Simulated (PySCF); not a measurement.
# [Bi(CH3)2]+: a change of charge

Aim: at the relaxed geometry of [Bi(CH3)2]+, try a change of charge. It is a constructed species; whether it can be made isn't addressed.

The runs use PySCF 2.14.0; PBE0, Bi def2-SVP with ECP60, C def2-SVP, H def2-SVP; scalar-relativistic core potentials, no spin–orbit coupling.

1 further run of the same task is left out (for a known fault of the program).

## Step 1: Where the work starts

9 atoms, charge 1, spin multiplicity 1.

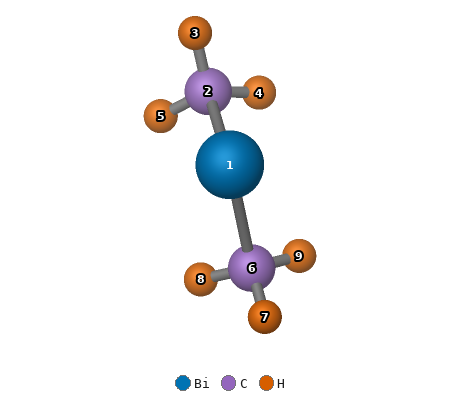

The structure; bismuth blue, carbon purple, hydrogen orange; atoms are numbered from 1 in the order of the file.

Geometry (Å):

```xyz
9
charge 1, multiplicity 1
Bi    0.0000    0.0000   -0.7178
C     1.6258    0.0000    0.8047
H     2.6123    0.0000    0.3226
H     1.5026    0.8917    1.4426
H     1.5026   -0.8917    1.4426
C    -1.6258    0.0000    0.8047
H    -2.6123    0.0000    0.3226
H    -1.5026   -0.8917    1.4426
H    -1.5026    0.8917    1.4426
```

Formal oxidation states: Bi +3. An earlier session relaxed this geometry at PBE0, Bi def2-SVP with ECP60, C def2-SVP, H def2-SVP (singlet, point group C2v).

Its energy there is -293.996659 Eh.

## Step 2: One electron removed, multiplicity 2

Contents of run.py (the lines that set the calculation):

```python
mol = gto.M(atom='''
Bi     0.00000     0.00000    -0.71783
C      1.62579     0.00000     0.80472
H      2.61231     0.00000     0.32255
H      1.50264     0.89165     1.44256
H      1.50264    -0.89165     1.44256
C     -1.62579     0.00000     0.80472
H     -2.61231     0.00000     0.32255
H     -1.50264    -0.89165     1.44256
H     -1.50264     0.89165     1.44256''',
    basis={'Bi': 'def2-SVP', 'C': 'def2-SVP', 'H': 'def2-SVP'},
    ecp={'Bi': 'def2-SVP'},
    charge=2, spin=1)
mf = dft.UKS(mol, xc='PBE0')
mf.grids.atom_grid = (50, 194)
mf = mf.density_fit()  # fitting sets: Bi def2-universal-JKFIT, C def2-universal-JKFIT, H def2-universal-JKFIT
mf.conv_tol = 1e-08; mf.max_cycle = 55
mf.kernel(dm0)  # dm0: the density of the relaxed state
```

Command:

```bash
$ OMP_NUM_THREADS=2 python run.py
```

The program printed:

```text
init E= -294.003670065889
  HOMO = -0.483198036778  LUMO = -0.471724162877  gap/eV = 0.31222
cycle= 1 E= -293.417807074604  delta_E= 0.586  |g|= 0.169  |ddm|= 0.786
  HOMO = -0.768568643202  LUMO = -0.680315021618  gap/eV = 2.40150
cycle= 2 E= -293.42992209865  delta_E= -0.0121  |g|= 0.137  |ddm|= 0.534
  HOMO = -0.73072200945  LUMO = -0.642355767986  gap/eV = 2.40457
cycle= 3 E= -293.439611375158  delta_E= -0.00969  |g|= 0.0217  |ddm|= 0.165
  HOMO = -0.729251775114  LUMO = -0.636947577048  gap/eV = 2.51173
cycle= 4 E= -293.439818437988  delta_E= -0.000207  |g|= 0.015  |ddm|= 0.0518
  HOMO = -0.728079144324  LUMO = -0.635929065532  gap/eV = 2.50753
cycle= 5 E= -293.439972715556  delta_E= -0.000154  |g|= 0.00167  |ddm|= 0.0214
  HOMO = -0.727929720183  LUMO = -0.635725256596  gap/eV = 2.50901
cycle= 6 E= -293.439977564832  delta_E= -4.85e-06  |g|= 0.000646  |ddm|= 0.00443
  HOMO = -0.727982688244  LUMO = -0.635692841518  gap/eV = 2.51133
cycle= 7 E= -293.439978499102  delta_E= -9.34e-07  |g|= 0.000176  |ddm|= 0.00228
  HOMO = -0.727963523342  LUMO = -0.635677891632  gap/eV = 2.51122
cycle= 8 E= -293.439978581845  delta_E= -8.27e-08  |g|= 3.85e-05  |ddm|= 0.000779
  HOMO = -0.727954549527  LUMO = -0.635677164479  gap/eV = 2.51100
cycle= 9 E= -293.439978584122  delta_E= -2.28e-09  |g|= 9e-06  |ddm|= 0.000113
  HOMO = -0.727954925381  LUMO = -0.635677029862  gap/eV = 2.51101
Extra cycle  E= -293.439978584198  delta_E= -7.63e-11  |g|= 4.2e-06  |ddm|= 1.65e-05
converged SCF energy = -293.439978584198  <S^2> = 0.75765178  2S+1 = 2.0076372
```

Run time: 3 s. Hardware: 2 threads of Intel Xeon Platinum 8259CL at 2.50GHz (Skylake/Cascade Lake), shared host.

It gives: E = -293.439979 Eh (+15.148 eV from the relaxed state), HOMO -19.81 eV, LUMO -17.30 eV (over both spins), ⟨S²⟩ = 0.758, Mulliken charge on Bi1 +1.38 e. 

## Step 3: One electron added, multiplicity 2

Edit run.py (the lines that set the calculation) of step 2 so:

```diff
@@ -12,3 +12,3 @@
     ecp={'Bi': 'def2-SVP'},
-    charge=2, spin=1)
+    charge=0, spin=1)
 mf = dft.UKS(mol, xc='PBE0')
```

Command:

```bash
$ OMP_NUM_THREADS=2 python run.py
```

The program printed:

```text
init E= -294.003002770963
  HOMO = -0.347295970202  LUMO = -0.341892048634  gap/eV = 0.14705
cycle= 1 E= -294.239562354477  delta_E= -0.237  |g|= 0.169  |ddm|= 0.89
  HOMO = -0.141286833945  LUMO = -0.0358076548  gap/eV = 2.87023
cycle= 2 E= -294.253455718983  delta_E= -0.0139  |g|= 0.144  |ddm|= 0.76
  HOMO = -0.18470877774  LUMO = -0.0762506760965  gap/eV = 2.95130
cycle= 3 E= -294.26592419458  delta_E= -0.0125  |g|= 0.0154  |ddm|= 0.283
  HOMO = -0.190602972044  LUMO = -0.0801602014743  gap/eV = 3.00530
cycle= 4 E= -294.265978460899  delta_E= -5.43e-05  |g|= 0.0127  |ddm|= 0.0264
  HOMO = -0.191617022115  LUMO = -0.0805528840184  gap/eV = 3.02221
cycle= 5 E= -294.266073734202  delta_E= -9.53e-05  |g|= 0.00219  |ddm|= 0.0154
  HOMO = -0.191601943987  LUMO = -0.0801194213971  gap/eV = 3.03359
cycle= 6 E= -294.266080537941  delta_E= -6.8e-06  |g|= 0.000678  |ddm|= 0.00553
  HOMO = -0.191633973644  LUMO = -0.0800469000411  gap/eV = 3.03644
cycle= 7 E= -294.266081780102  delta_E= -1.24e-06  |g|= 0.000258  |ddm|= 0.00292
  HOMO = -0.191631338262  LUMO = -0.0800349365667  gap/eV = 3.03669
cycle= 8 E= -294.266081922686  delta_E= -1.43e-07  |g|= 5.79e-05  |ddm|= 0.00111
  HOMO = -0.191632669322  LUMO = -0.0800409059783  gap/eV = 3.03657
cycle= 9 E= -294.266081927073  delta_E= -4.39e-09  |g|= 1.09e-05  |ddm|= 0.00018
  HOMO = -0.191632995734  LUMO = -0.080042554745  gap/eV = 3.03653
Extra cycle  E= -294.2660819272  delta_E= -1.26e-10  |g|= 4.6e-06  |ddm|= 2.62e-05
converged SCF energy = -294.2660819272  <S^2> = 0.75360311  2S+1 = 2.0035999
```

Wall time 3 s (2 threads of Intel Xeon Platinum 8259CL at 2.50GHz (Skylake/Cascade Lake), shared host).

Read off: E = -294.266082 Eh (-7.331 eV from the relaxed state), HOMO -5.21 eV, LUMO -2.18 eV (over both spins), ⟨S²⟩ = 0.754, Mulliken charge on Bi1 +0.29 e. 

## Step 4: Results

| state | energy from the relaxed state (eV) | ⟨S²⟩ | time |
| --- | --- | --- | --- |
| charge +1, singlet, vacuum (relaxed) | 0 | 0.00 |  |
| charge 0, doublet, vacuum | -7.33 | 0.75 | 3 s |
| charge +2, doublet, vacuum | 15.15 | 0.76 | 3 s |

An electron taken off or put on is at rest in vacuum. 

Removing an electron vertically costs 15.15 eV (doublet), against −HOMO = 12.99 eV. Adding an electron vertically releases 7.33 eV (doublet). These are double-zeta-type bases without diffuse functions. Spin–orbit coupling is left out.
